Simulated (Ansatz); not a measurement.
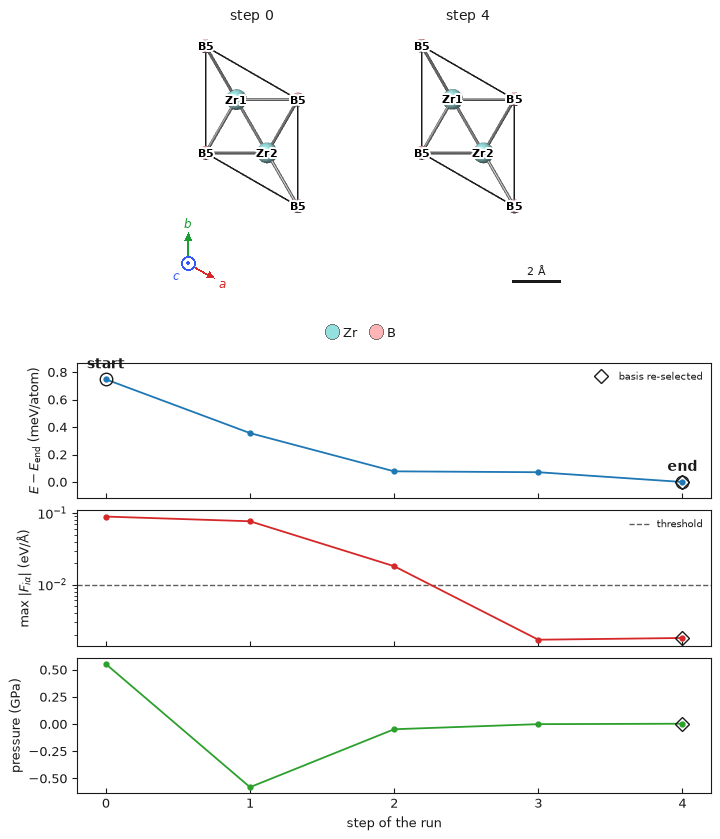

First and last geometry of a relaxation of crystalline Zr₂B₃ (a generated structure, set up in P6/mmm), with the history of the run. Style: ball-and-stick. Shown: the cell of the calculation, along the c axis.

Theory: DFT PBE, scalar-relativistic, plane waves, PAW in Ansatz. Settings: plane-wave cutoff 420 eV; k-point mesh 12 × 12 × 8; occupations gaussian; smearing width 0.1 eV; no spin polarisation; cell and atoms relaxed; force threshold 0.01 eV/Å; at most 80 steps.

### Read the history and describe the run.

It converged. The atoms keep their places relative to the cell (all moves are under 0.005 Å). The drawn cell changes as follows: a = b 4.502 → 4.525 Å (+0.5 %), c 4.708 → 4.697 Å (−0.2 %); the volume changes by +0.8 %. Near-neighbour distances that change, for instance: Zr–Zr 2.599 → 2.612 Å, B–Zr 2.717 → 2.728 Å, B–B 1.581 → 1.573 Å. The space group stays P6/mmm (No. 191). Over 3 accepted moves (4 points after the start) the energy falls by 0.7 meV per atom. The largest force component goes from 0.09 to 0.0018 eV/Å. The pressure goes from 0.55 to 0.00 GPa. The SCF was repeated once at an unchanged geometry on a basis and grid sized afresh for the cell, which shifted the energy by 0.1 meV per atom at most. The run took 58 s on 1 thread of Intel(R) Xeon(R) Processor @ 2.70GHz (shared host), peak memory 0.48 GiB.
